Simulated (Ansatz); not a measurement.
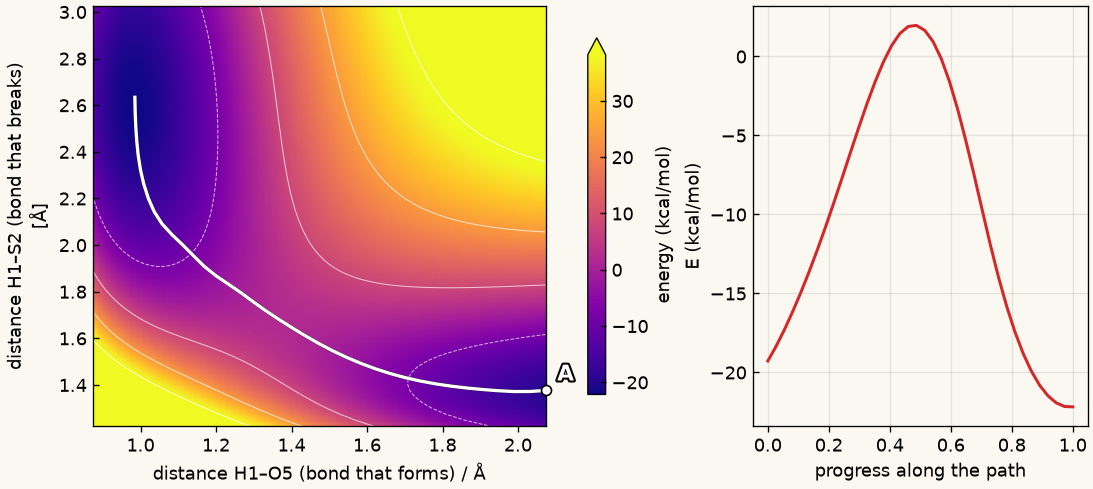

The reacting system CH2OS (one molecule; an intramolecular 1,3-shift). First axis: distance H1–O5 (bond that forms). Second axis: distance H1–S2 (bond that breaks). Relaxed at each point: all other coordinates. The grid has 11 × 11 points. Points are written as (first, second). Energies: kcal/mol, counted from a guessed transition structure relaxed with its forming and breaking bonds held. The reference is spin-restricted, so regions where a bond is pulled apart into radicals lie too high. Level of theory: RKS PBE-D4/def2-TZVP (Ansatz 0.2.0).

The picture shows a smooth colour map with a few white contour lines, a line along the lowest path, one colour for all values above the top of the scale, the energy along the path at the right, the start A. Between grid points the surface is interpolated.

Describe the path and its barrier.

The easiest path runs from the side where the first distance is long, about (2.07 Å, 1.38 Å), to the well on the other side, about (0.98 Å, 2.63 Å). Its highest point, at about (1.37 Å, 1.68 Å), lies about 21 kcal/mol above the start and 24 kcal/mol above the end on the interpolated surface. An end on the edge of the scan is no minimum, so the barrier from there is a lower bound.
